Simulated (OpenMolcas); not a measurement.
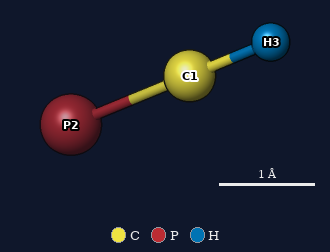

Figure 1. The structure (ball-and-stick view, seen at an oblique angle; atoms are numbered from 1 in the order of the input).

Energy and gradient calculation of CHP

- system: CHP (methylidynephosphane)
- method: HF/6-31G**, RHF (OpenMolcas 26.06)

The geometry comes from this level: GFN2-xTB.

Input file
```
>>> EXPORT MOLCAS_PRINT=2
&GATEWAY
BasLib = $CurrDir
Coord
3
bohr
C     -0.25908145     0.11308121    -0.12555340
P      2.17171106    -0.96882479     1.08509964
H     -1.91262961     0.85574358    -0.95954623
Basis = 6-31Gss
Group = NoSym
&SEWARD
&SCF
PrOrbitals = 1 1
&ALASKA
```

Hardware: 1 thread of AMD EPYC (Zen 3), 16 GiB of memory available, shared host.

Launch command:
```bash
export MOLCAS_MEM=1860
pymolcas job.inp > job.log
```

Log
```
--- Start Module: gateway ---

                                              &GATEWAY

                       available to each process: 1.9 GB of memory, 1 thread

 Basis Set     1 Label: C.6-31GSS
 Basis set is read from library:.
 basistype.tbl is not found

 Basis Set     2 Label: P.6-31GSS
 Basis set is read from library:.
 basistype.tbl is not found

 Basis Set     3 Label: H.6-31GSS
 Basis set is read from library:.
 basistype.tbl is not found

++    Symmetry information:
      ---------------------

                    Character Table for C1

                             E
                    a        1  x, y, xy, Rz, z, xz, Ry, yz, Rx, I
--

++    Basis set information:
      ----------------------

      Basis set label: C.6-31GSS.........

      Electronic valence basis set:
      ------------------
      Associated Effective Charge   6.000000 au
      Associated Actual Charge      6.000000 au
      Nuclear Model: Point charge

      Shell  nPrim  nBasis  Cartesian Spherical Contaminant
         s      10       3        X
         p       4       2        X
         d       1       1                 X

      Basis set label: P.6-31GSS.........

      Electronic valence basis set:
      ------------------
      Associated Effective Charge  15.000000 au
      Associated Actual Charge     15.000000 au
      Nuclear Model: Point charge

      Shell  nPrim  nBasis  Cartesian Spherical Contaminant
         s      16       4        X
         p      10       3        X
         d       1       1                 X

      Basis set label: H.6-31GSS.........

      Electronic valence basis set:
      ------------------
      Associated Effective Charge   1.000000 au
      Associated Actual Charge      1.000000 au
      Nuclear Model: Point charge

      Shell  nPrim  nBasis  Cartesian Spherical Contaminant
         s       4       2        X
         p       1       1        X
--

++    Molecular structure info:
      -------------------------

                    ************************************************
                    **** Cartesian Coordinates / bohr, angstrom ****
                    ************************************************

     Center  Label                x              y              z                     x              y              z
        1      C1              -0.259081       0.113081      -0.125553             -0.137100       0.059840      -0.066440
        2      P2               2.171711      -0.968825       1.085100              1.149220      -0.512680       0.574210
        3      H3              -1.912630       0.855744      -0.959546             -1.012120       0.452840      -0.507770

                    ***************************************
                    *    InterNuclear Distances / bohr    *
                    ***************************************

               1 C1            2 P2            3 H3
    1 C1       0.000000
    2 P2       2.923175        0.000000
    3 H3       1.995323        4.918482        0.000000

                    *******************************************
                    *    InterNuclear Distances / angstrom    *
                    *******************************************

               1 C1            2 P2            3 H3
    1 C1       0.000000
    2 P2       1.546878        0.000000
    3 H3       1.055879        2.602749        0.000000

                    **************************************
                    *    Valence Bond Angles / degree    *
                    **************************************
                          Atom centers                 Phi
                      2 P2       1 C1       3 H3       179.70
--

            Nuclear Potential Energy             36.84519164 au

--- Stop Module: gateway /rc=_RC_ALL_IS_WELL_ ---

--- Start Module: seward ---

                                              &SEWARD

                       available to each process: 1.9 GB of memory, 1 thread

               SEWARD will generate:
                  Multipole Moment integrals up to order  2
                  Kinetic Energy integrals
                  Nuclear Attraction integrals (point charge)
                  One-Electron Hamiltonian integrals
                  Velocity integrals
                  Orbital angular momentum around (  1.4149  -0.6318   0.7079 )
                  Velocity quadrupole around (  1.4149  -0.6318   0.7079 )
                  Two-Electron Repulsion integrals

                   Integrals are discarded if absolute value <: 1.00E-14
                   Integral cutoff threshold is set to       <: 1.00E-16

            Nuclear Potential Energy             36.84519164 au

      Basis set specifications :
      Symmetry species         a
      Basis functions           37

--- Stop Module: seward /rc=_RC_ALL_IS_WELL_ ---
--- Module seward spent 1 second ---

--- Start Module: scf ---

                                                &SCF

                       available to each process: 1.9 GB of memory, 1 thread

++    Input section:
      --------------

      Header of the integral files:

      Cartesian coordinates in angstrom:
      -----------------------------------------------------
      No.  Label        X            Y            Z
      -----------------------------------------------------
       1   C1        -0.13710000   0.05984000  -0.06644000
       2   P2         1.14922000  -0.51268000   0.57421000
       3   H3        -1.01212000   0.45284000  -0.50777000
      -----------------------------------------------------
      Nuclear repulsion energy =   36.84519164
--

++    Orbital specifications:
      -----------------------

      Symmetry species               1
                                     a
      Frozen orbitals                0
      Occupied orbitals             11
      Secondary orbitals            26
      Deleted orbitals               0
      Total number of orbitals      37
      Number of basis functions     37
--

      Molecular charge                           0.000

++    Optimization specifications:
      ----------------------------

      SCF Algorithm: Conventional
      Minimized density differences are used
      Number of density matrices in core                 5
      Maximum number of NDDO SCF iterations            400
      Maximum number of HF SCF iterations              400
      Threshold for SCF energy change             1.00E-09
      Threshold for density matrix                1.00E-04
      Threshold for Fock matrix                   1.50E-04
      Threshold for linear dependence             1.00E-09
      Threshold at which DIIS is turned on        1.50E-01
      Maximum depth in the DIIS procedure                5
      Maximum depth in the BFGS Hessian update          30
      Threshold at which QNR/C2DIIS is turned on  7.50E-02
      Threshold for Norm(delta) (QNR/C2DIIS)      1.00E-03
      All orbitals punched on: SCFORB
--

      Input vectors read from INPORB
      Orbital file label: *Guess orbitals

++ Convergence information
                                   SCF        iterations: Energy and convergence statistics

Iter     Tot. SCF        One-elec.       Two-elec.     Energy      Max Dij or  Max Fij      DNorm      TNorm      AccCon     Time
         Energy          Energy          Energy        Change      Delta Norm                                                in Sec.
   1  -378.952977641  -594.193571761   178.395402480   0.00E+00    1.72E-01*   1.47E-01*    6.20E+00   8.19E+01   None         0.
   2  -379.093558346  -596.772203526   180.833453540  -1.41E-01*   5.55E-02*   3.37E-02*    9.59E-01   8.25E+01   EDIIS        0.
   3  -379.102099920  -596.132179713   180.184888153  -8.54E-03*   6.25E-02*   1.61E-02*    3.48E-01   8.23E+01   c2DIIS       0.
   4  -379.103881309  -596.269101825   180.320028876  -1.78E-03*   3.51E-02*   9.80E-03*    1.16E-01   8.23E+01   QNRc2DIIS    0.
   5  -379.104152457  -596.238248795   180.288904698  -2.71E-04*   1.84E-02*   1.11E-02*    5.32E-02   8.24E+01   QNRc2DIIS    0.
   6  -379.104978184  -596.246930846   180.296761023  -8.26E-04*   4.79E-03*   8.25E-04*    5.75E-03   8.23E+01   QNRc2DIIS    0.
   7  -379.104999549  -596.249202070   180.299010881  -2.14E-05*   5.04E-04    1.54E-04*    2.42E-03   8.23E+01   QNRc2DIIS    0.
   8  -379.104999853  -596.247238580   180.297047087  -3.04E-07*   8.31E-05    2.87E-05     8.15E-04   8.23E+01   QNRc2DIIS    0.
   9  -379.104999865  -596.248038343   180.297846839  -1.17E-08*   1.33E-05    4.08E-06     1.61E-04   8.23E+01   QNRc2DIIS    0.
  10  -379.104999865  -596.248042861   180.297851356  -3.43E-10    2.49E-06    1.29E-06     2.01E-05   8.23E+01   QNRc2DIIS    0.

       Convergence after  10 Iterations
--

 *****************************************************************************************************************************
 *                                             SCF/KS-DFT Program, Final results                                             *
 *                                                       Final Results                                                       *
 *****************************************************************************************************************************

::    Total SCF energy                               -379.1049998655
      One-electron energy                            -596.2480428610
      Two-electron energy                             180.2978513562
      Nuclear repulsion energy                         36.8451916394
      Kinetic energy (interpolated)                   379.0437298751
      Virial theorem                                    1.0001616436
      Total spin, S(S+1)                                0.0000000000
      Total spin, S                                     0.0000000000
      Max non-diagonal density matrix element           0.0000025714
      Max non-diagonal Fock matrix element              0.0000002279

      All orbitals with orbital energies smaller than  E(LUMO)+0.5 are printed

++    Molecular orbitals:
      -------------------

      Title: SCF orbitals

      Molecular orbitals for symmetry species 1: a

          Orbital            1         2         3         4         5         6         7         8         9        10
          Energy          -79.9395  -11.2821   -7.4957   -5.3879   -5.3871   -5.3871   -0.9662   -0.7328   -0.4901   -0.3788
          Occ. No.          2.0000    2.0000    2.0000    2.0000    2.0000    2.0000    2.0000    2.0000    2.0000    2.0000

          Orbital           11        12        13        14        15        16        17        18
          Energy           -0.3788    0.0896    0.0896    0.2212    0.2698    0.4005    0.4772    0.4772
          Occ. No.          2.0000    0.0000    0.0000    0.0000    0.0000    0.0000    0.0000    0.0000

--

++    Molecular charges:
      ------------------

      Mulliken charges per centre and basis function type
      ---------------------------------------------------

                C1      P2      H3
      1s       3.3369  5.7972  0.7878
      2px      0.9966  3.0023  0.0083
      2pz      0.9881  2.9853  0.0040
      2py      0.9872  2.9838  0.0037
      3d2+     0.0055  0.0239  0.0000
      3d1+     0.0060  0.0251  0.0000
      3d0      0.0033  0.0144  0.0000
      3d1-     0.0021  0.0089  0.0000
      3d2-     0.0057  0.0240  0.0000
      Total    6.3313 14.8649  0.8038

      N-E     -0.3313  0.1351  0.1962

      Total electronic charge=   22.000000

      Total            charge=   -0.000000
--

++    Molecular properties:
      ---------------------

      Charge (e):
                      =   -0.0000
      Dipole Moment (debye):
      Origin of the operator (angstrom)=    0.7487   -0.3343    0.3746
                   X= -5.8466E-01               Y=  2.6499E-01               Z= -2.9863E-01           Total=  7.0798E-01
      Quadrupole Moment (debye*angstrom):
      Origin of the operator (angstrom)=    0.7487   -0.3343    0.3746
                  XX= -1.6917E+01              XY= -1.3195E+00              XZ=  1.4791E+00              YY= -1.9279E+01
                  YZ= -6.6124E-01              ZZ= -1.9128E+01
      In traceless form (debye*angstrom)
                  XX=  2.2861E+00              XY= -1.9793E+00              XZ=  2.2186E+00              YY= -1.2565E+00
                  YZ= -9.9186E-01              ZZ= -1.0295E+00
--

--- Stop Module: scf /rc=_RC_ALL_IS_WELL_ ---

--- Start Module: alaska ---

                                              &ALASKA

                       available to each process: 1.9 GB of memory, 1 thread

                     Threshold for contributions to the gradient: 1.000E-07

                    ********************************************
                    * Symmetry Adapted Cartesian Displacements *
                    ********************************************

           Irreducible representation : a
           Basis function(s) of irrep: x, y, xy, Rz, z, xz, Ry, yz, Rx, I

 Basis Label        Type   Center Phase
   1   C1           x         1     1
   2   C1           y         1     1
   3   C1           z         1     1
   4   P2           x         2     1
   5   P2           y         2     1
   6   P2           z         2     1
   7   H3           x         3     1
   8   H3           y         3     1
   9   H3           z         3     1

                     No automatic utilization of translational and rotational invariance of the energy is employed.

 Conventional ERI gradients!

 **************************************************
 *              Molecular gradients               *
 **************************************************

  Irreducible representation: a
 ------------------------------------------------------------------------------------------
                              X                       Y                       Z
 ------------------------------------------------------------------------------------------
  C1               -4.14519963308937E-02    1.82481102490311E-02   -2.03307515326037E-02
  P2                3.59044936833808E-02   -1.58898491358164E-02    1.77407534712213E-02
  H3                5.54750264751380E-03   -2.35826111322845E-03    2.58999806136995E-03
 ------------------------------------------------------------------------------------------

--- Stop Module: alaska /rc=_RC_ALL_IS_WELL_ ---

.##################.
.# Happy landing! #.
.##################.

    Timing: Wall=2.88 User=2.11 System=0.70
```

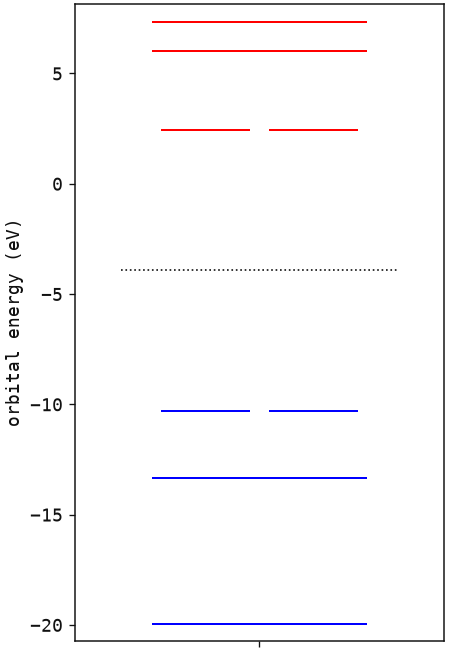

Figure 2. Orbital energies near the frontier; the dotted line parts filled from empty levels, and levels within 0.02 eV of each other stand side by side. Highest filled −10.31 eV, lowest empty 2.44 eV, 12.75 eV apart.

Key numbers

```csv
quantity,value
outcome,converged
total energy,−379.105000 hartree
basis functions,37
largest force,2.553 eV/Å
HOMO,−10.31 eV
LUMO,2.44 eV
dipole moment,0.71 debye
wall time,3.3 s
peak memory,0.37 GiB
```
